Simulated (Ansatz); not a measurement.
# [S2]−: UCCSD(T)/STO-3G

Aim: the vertical doublet–quartet gap of [S2]− at UCCSD(T)/STO-3G, from 2 runs. 

Program for the calculation: Ansatz 0.2.0.

31 further runs of the same task are left out: 28 that didn't finish, 3 set aside as unsound or not needed.

## (1) The system as given

[S2]− has 2 atoms, charge -1, and is taken as a doublet. The shape is that of a GFN2-xTB optimisation.

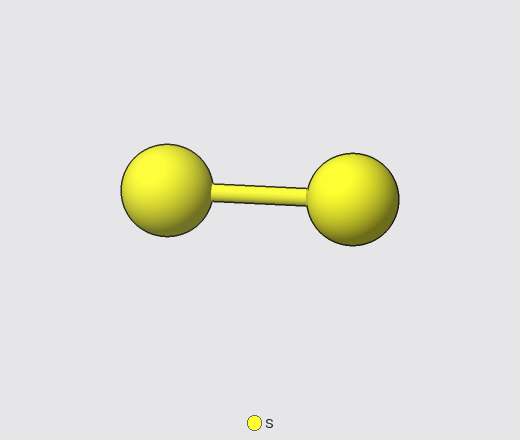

Viewed from a chosen angle; sulfur yellow.

## (2) A single-point energy at UCCSD(T)/STO-3G

The input, run.yaml:

```yaml
crystal:
  periodic: [false, false, false]
  atoms:
    - {symbol: S, position_ang: [0.678550, -0.576410, -0.430000]}
    - {symbol: S, position_ang: [-0.678550, 0.576410, 0.430000]}
basis:
  gaussian:
    orbitals: STO-3G
total_charge: -1
magnetization:
  spin_polarized: true
  initial_magnetization: 1
correlation:
  method: ccsd_t
  frozen_orbitals: {S: 5}
accuracy: high
scf:
  omitted_lower_state_checks: [cluster_reference, increment]
```

Command:

```
$ ansatz run run.yaml --threads 1 --pin off --max-ram 2610MiB --events-out events.jsonl --progress --plain --runs-dir runs
```

What it wrote (excerpt; [...] marks lines left out):

```text
Warning: RAYON_NUM_THREADS=1 ignored (pool sized by the plan → 1); use --threads N
Functional definition: HF
  name "HF"
[...]
297 factors; integrals over basis functions are off by at most 9.5e-9 eV
[...]
mean field -21392.00621077 eV, -786.1417282231 hartree, gradient 3.0e-9 eV, S^2 0.750728; 4 other end points of the search recorded, 0 dependent functions left out
10 core orbitals not correlated: weight in the atoms' cores, before any rotation towards them, 1.000 or more for the frozen orbitals, at most 0.000 for the correlated occupied ones
reference -21392.00621077 eV, -786.1417282231 hartree; 7, 6 occupied and 1, 2 virtual orbitals, 297 factors
second order -0.88752944 eV of doubles, -0.00000000 eV of singles
cycle   1  -1.04135419 eV  change   -2.5e-1 eV  update   4.7e-2
[...]
cycle  16  -1.16557702 eV  change    1.2e-9 eV  update  7.0e-10
perturbative correction -0.01206990 eV, -0.0004435607 hartree
WARN: these amplitudes may be one of several solutions (largest doubles amplitude 0.13, level shift 2.20 eV)
Total energy: -21393.18385769 eV, -786.1850059493 hartree
Checks for a lower state left out: cluster_reference, increment
```

Wall time 0.18 s (1 thread of Arm Neoverse V1, shared host).

## (3) The quartet

The input, in.yaml:

```yaml
crystal:
  periodic: [false, false, false]
  atoms:
    - {symbol: S, position_ang: [0.678550, -0.576410, -0.430000]}
    - {symbol: S, position_ang: [-0.678550, 0.576410, 0.430000]}
basis:
  gaussian: {orbitals: STO-3G}
total_charge: -1
magnetization: {spin_polarized: true, initial_magnetization: 3}
correlation: {method: ccsd_t, frozen_orbitals: {S: 5}}
accuracy: high
scf: {omitted_lower_state_checks: [cluster_reference, increment]}
```

Command:

```
$ ansatz run in.yaml --threads 1 --pin off --max-ram 2610MiB --events-out events.jsonl --progress --plain --runs-dir runs
```

What it wrote (excerpt; [...] marks lines left out):

```text
Warning: RAYON_NUM_THREADS=1 ignored (pool sized by the plan → 1); use --threads N
[... 2 set-up lines as earlier in the session ...]
[...]
297 factors; integrals over basis functions are off by at most 9.5e-9 eV
[...]
mean field -21386.84794511 eV, -785.9521654567 hartree, gradient 3.2e-9 eV, S^2 3.750000; 2 other end points of the search recorded, 0 dependent functions left out
10 core orbitals not correlated: weight in the atoms' cores, before any rotation towards them, 1.000 or more for the frozen orbitals, at most 0.000 for the correlated occupied ones
reference -21386.84794511 eV, -785.9521654567 hartree; 8, 5 occupied and 0, 3 virtual orbitals, 297 factors
second order -0.26436318 eV of doubles, -0.00000000 eV of singles
cycle   1  -0.37947545 eV  change   -1.2e-1 eV  update   5.9e-2
[...]
cycle  24  -0.99724664 eV  change  -6.0e-11 eV  update   1.1e-9
perturbative correction -0.00010771 eV, -0.0000039583 hartree
Total energy: -21387.84529947 eV, -785.9888175533 hartree
Checks for a lower state left out: cluster_reference, increment
```

Run time: 0.18 s. Hardware: 1 thread of Arm Neoverse V1, shared host.

## (4) Outcome

Level: UCCSD(T)/STO-3G, 10 core orbitals frozen.

| quantity | value |
| --- | --- |
| doublet: total energy | -786.18501 Eh |
| doublet: correlation energy (10 core orbitals frozen) | -43.3 mEh |
| doublet: (T) correction | -0.44 mEh |
| doublet: ⟨S²⟩ of the reference determinant | 0.751 |
| doublet: T1 diagnostic | 0.004 |
| quartet: total energy | -785.98882 Eh |
| quartet: correlation energy (10 core orbitals frozen) | -36.7 mEh |
| quartet: (T) correction | 0.00 mEh |
| quartet: ⟨S²⟩ of the reference determinant | 3.750 |
| quartet: T1 diagnostic | 0.085 |
| vertical energy of the quartet above the doublet | 5.339 eV |

In words: At this shape the quartet lies 5.34 eV (123 kcal/mol) above the doublet. For an anion a state so high probably lies above electron detachment. In a minimal basis such a difference can be off by several eV, whatever the method. The triples (doublet) make up 1.0 % of the correlation energy. The T1 diagnostic (quartet) of 0.085 is above the customary mark for such species, so a single reference may not serve. The triples (quartet) make up 0.0 % of the correlation energy.
